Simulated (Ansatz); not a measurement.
# What Ba3PbO (model cell, started as antiperovskite) distorts into, part 3 of 3

Which phase does Ba3PbO (model cell, started as antiperovskite) fall into along its unstable mode, and how much energy does it gain?

Ansatz 0.2.0; DFT PBEsol, scalar-relativistic, plane waves, PAW; PAW set soft_1.

So far. Step 5 (Energy along the mode, all amplitudes (two of the runs …): The lowest of the steps tried is at 0.14 Å, 0.345 meV/atom below the parent; the bottom of the well need not coincide with a step. Step 7 (The new phase in its own primitive cell): The largest force component left is 0.23 meV/Å and the pressure is 0.002 GPa, within the tolerances set. The cell now holds 31.75 Å³/atom. The relaxed cell has a = 7.661, c = 18.738 Å (conventional setting).

The structure was built from a prototype and need not be the compound's stable phase.

## 8. Modes of the new phase, k-mesh 6×6×6

A relaxed structure may still be a saddle point, so its zone-centre modes are computed. No field response is asked, since the mesh shows no gap.

File input.yaml:

```yaml
crystal:
  lattice:
    - [3.8304085386, 2.2114874009, 6.2461463227]
    - [-3.8304085386, 2.2114874009, 6.2461463227]
    - [0.0, -4.4229748017, 6.2461463227]
  atoms:
    - { symbol: Pb, position: [0.25, 0.25, 0.25] }
    - { symbol: Pb, position: [0.75, 0.75, 0.75] }
    - { symbol: O, position: [0.5, 0.5, 0.5] }
    - { symbol: O, position: [0.0, 0.0, 0.0] }
    - { symbol: Ba, position: [0.2705725732, 0.75, 0.2294274268] }
    - { symbol: Ba, position: [0.7294274268, 0.25, 0.7705725732] }
    - { symbol: Ba, position: [0.7705725732, 0.7294274268, 0.25] }
    - { symbol: Ba, position: [0.2294274268, 0.2705725732, 0.75] }
    - { symbol: Ba, position: [0.25, 0.7705725732, 0.7294274268] }
    - { symbol: Ba, position: [0.75, 0.2294274268, 0.2705725732] }
kpoints:
  mp_grid: { grid: [6, 6, 6] }
hamiltonian:
  xc: pbesol
  pseudopotentials: { kind: paw, azcp: { folder: soft_1 }, xc_functional: pbe }
scf:
  occupations: { method: methfessel_paxton, width: 0.2 }
output:
  eigenvalues: true
phonons:
  method: dfpt
```

The run is started by

```console
$ ansatz run input.yaml --threads 8 --pin off --max-ram 16384MiB --backend cpu --events-out ev --progress --plain --runs-dir out
```

Numbers of over 12 decimals in the logs are rounded to 6 here.

Log:

```text
[...]
Crystal: 10 atoms, lattice volume = 317.463 Å³
Basis set: ecut = 420 eV, 6183 PW (Γ), exchange–correlation on 108×108×108 points (8 copies of the dense FFT grid, shifted against one another)
Bands: 60, of which v1, the nominal top of the filled ones, is band 50 counted from 1 (49 counted from 0)
Symmetry: 12 space group operations
k-points: 112 of 216 (irreducible under 1 space group operation, time reversal used)
[...]
SCF iter   1: F=—  HF=-59829.246023 eV  |F-HF|=—  |Δ(HF+E_count)|=         —  Δρ=9.60e-2  dr2=3.55e1  ethr=3.10e-3  ⟨swp⟩=12.5  Hψ=37301  notcnv=0
[...]
SCF iter  12: F=-59821.956999 eV  HF=-59821.956999 eV  |F-HF|=1.46e-11  |Δ(HF+E_count)|=  2.91e-11  S|Δr|=    0.00e0  Δρ=1.22e-8  dr2=4.18e-13  ethr=1.00e-12  ⟨swp⟩=14.5  Hψ=34374  notcnv=0
SCF 1 converged in 12 iterations: F = -59821.956999 eV  dr2 = 4.18e-13
[...]
DFPT response loops at Γ: preconditioner auto → Kerker (q_TF=auto, 2.250 Å⁻¹) (partly filled bands, converged f_vac=0.000); β = 1.00, the filter's whole step (`scf.mixing.beta` (0.50) is not read by the response loops under this deck's `scf.mixing.preconditioner`; to damp them name `kerker` or `kerker_dos`, under which they read `scf.mixing.beta`, and type it under 1.00, their step now; both keys bind the ground state too); Broyden in place of MSR1
SCF converged after 12 iterations
[...]
Free energy (F): -59821.956999 eV
[...]
Internal energy: -59821.969196 eV  (E = F + TS)
E sigma→0 (E₀):  -59821.960048 eV
Entropy (-TS):   0.012197 eV (1.220 meV/atom)
Fermi energy:    9.728544 eV
[...]
--- Band table (eV; the first three rows and the last of 112) ---
  k-point 0: bands = [... 46 lower, 9.6014, 9.6014, 9.6323, 9.8719, 9.9241, 9.9241, 10.1616, 10.2110, ... 6 higher]
  k-point 1: bands = [... 46 lower, 9.3447, 9.3697, 9.4573, 9.4970, 9.9230, 9.9241, 10.2450, 10.5826, ... 6 higher]
  k-point 2: bands = [... 46 lower, 9.0974, 9.1239, 9.2302, 9.2586, 10.1939, 10.2023, 10.7237, 11.0460, ... 6 higher]
  k-point 111: bands = [... 46 lower, 9.0899, 9.0899, 9.0899, 9.0899, 10.6674, 10.6674, 10.6674, 10.6674, ... 6 higher]
--- Phonons (Γ-DFPT): 6 representative perturbations + reference, on 112 of 216 k-points (Σ response iterations 24) ---
  k mesh reduced under 1 symmetry operation, with k and −k counted as one. Each operation leaves every solved perturbation unchanged. A smaller set is not used because it would not reduce the number of displacements times k-points to solve
  ASR residual: 2.527e-5 → 0.000e0 eV/Å²; symmetrization residual: 1.078e-5 eV/Å²
  ASR residual per site (eV/Å²): 1.60e-5 1.60e-5 2.53e-5 2.53e-5 1.29e-5 1.29e-5 1.55e-5 1.55e-5 1.29e-5 1.29e-5
  Γ frequencies (cm⁻¹): 0.00 0.00 0.00 2.60 2.60 20.61 42.53 42.53 49.04 49.94 52.34 52.34 53.17 53.17 53.58 57.11 57.11 96.73 99.03 99.03 105.32 106.77 106.77 153.52 153.93 153.93 153.93 278.61 279.21 279.21
  non-analytic LO–TO correction: not included (Born effective charges unavailable; polar crystals: no LO–TO splitting at Γ)
```

Wall time 7.2 min (8 threads of Arm Neoverse V1, shared host); peak memory 7.8 GiB; 56 min of CPU time.

Numbers from this step:

```
sum-rule residual before enforcement                    : 2.53e-5 eV/Å²
point group                                             : -3m
highest optical mode at the zone centre (no LO-TO term) : 279.2 cm⁻¹
lowest optical zone-centre mode                         : 2.6 cm⁻¹
```

Patterns of degenerate modes are one choice out of their space. The modes at Γ (shares of kinetic energy by element, %):

```csv
mode,frequency (cm⁻¹),symmetry,Pb %,O %,Ba %
1,0.0,acoustic,33,3,65
2,0.0,acoustic,33,3,65
3,0.0,acoustic,33,3,65
4,2.6,Eg,0,0,100
5,2.6,Eg,0,0,100
6,20.6,A1g,0,0,100
7,42.5,Eu,1,0,99
8,42.5,Eu,1,0,99
9,49.0,A1u,0,0,100
10,49.9,A2g,99,0,1
11,52.3,Eg,67,0,33
12,52.3,Eg,67,0,33
13,53.2,Eg,32,0,68
14,53.2,Eg,32,0,68
15,53.6,A2u,67,0,33
16,57.1,Eu,66,0,34
17,57.1,Eu,66,0,34
18,96.7,A2g,1,0,99
19,99.0,Eg,1,0,99
20,99.0,Eg,1,0,99
21,105.3,A2u,0,2,98
22,106.8,Eu,0,2,97
23,106.8,Eu,0,2,97
24,153.5,A2g,0,0,100
25,153.9,not assigned,0,95,5
26,153.9,not assigned,0,95,5
27,153.9,not assigned,0,95,5
28,278.6,A1u,0,100,0
29,279.2,Eu,0,100,0
30,279.2,Eu,0,100,0
```

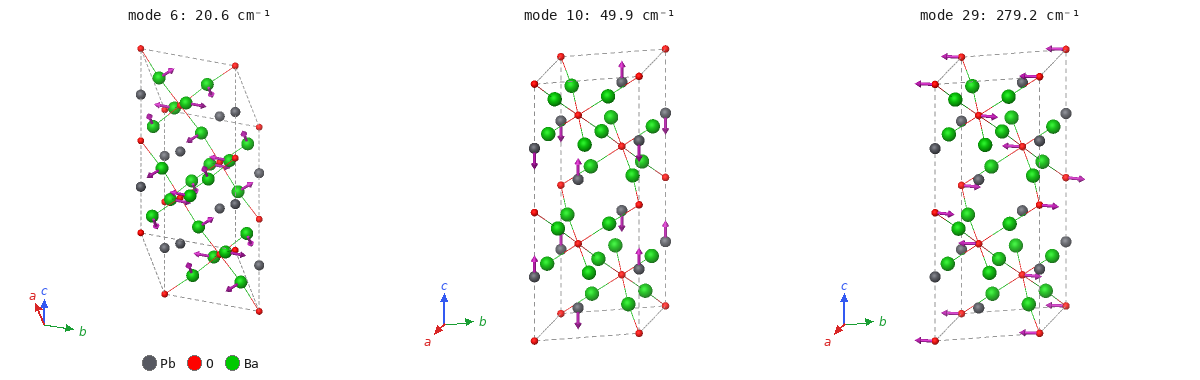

Displacement patterns of modes 6, 10 and 29 at Γ; arrows are exaggerated. Bonds to atoms that aren't drawn are left out. Some periodic images of atoms are drawn too.

Before it was imposed, the acoustic sum rule was missed by 2.5e-5 eV/Å². Small misses are needed for a sound result but don't prove that mesh and cutoff are converged. The lowest optical mode is real, 2.6 cm⁻¹.

## 9. Outcome

```yaml
unstable_mode_of_the_parent: q = (-0.5, -0.5, -0.5), 14i cm⁻¹
depth_at_the_lowest_point_sampled: 0.345 meV/atom
largest_atomic_shift_at_that_point: 0.14 Å
space_group_reached_within_0p01_a: R-3c
energy_gained_over_the_parent_first_relaxation_on_the_mesh_of_the_frozen_mode: 0.355 meV/atom
volume_per_atom_phase_reached: 31.7 Å³
lowest_optical_zone_centre_mode_phase_reached: 2.6 cm⁻¹
highest_optical_mode_at_the_zone_centre_no_lo_to_term_phase_reached: 279 cm⁻¹
```

In words: Along this mode the structure falls into R-3c, 0.355 meV/atom below the parent. At the parent's cell the well is 0.345 meV/atom deep on the steps tried, with its lowest point at a shift of 0.14 Å. Relaxing atoms and cell changes the gain by +0.01 meV/atom against the lowest step (energies at zero smearing). The new phase has no imaginary mode at the zone centre of its cell; other wavevectors were not checked. How so shallow a well moves with the k mesh was not tested. Each path keeps the symmetry of its pattern, so a lower phase may lie along a pattern not tried. With no gap, or one that is small against the smearing, the frequencies hang on the k mesh and the smearing, most of all near Kohn anomalies. An optical mode within 15 cm⁻¹ of zero is at the mercy of small errors in the force constants, and even its sign is uncertain. Spin-orbit coupling is left out, which can matter for the heavy elements here. The PAW files were made for PBE and serve the other functionals too. The starting cell was built on a prototype and not taken from a measurement, so the phase need not exist.

[Logs are printed without paths, hosts, clocks, repeated set-up lines and the standing remarks that a program may print on its own settings, such as how far it seeks lower states.]

[Hosts, paths, dates, database ids (printed as entryN), source tags and the programs' standing remarks are cut or masked in the printed files.]
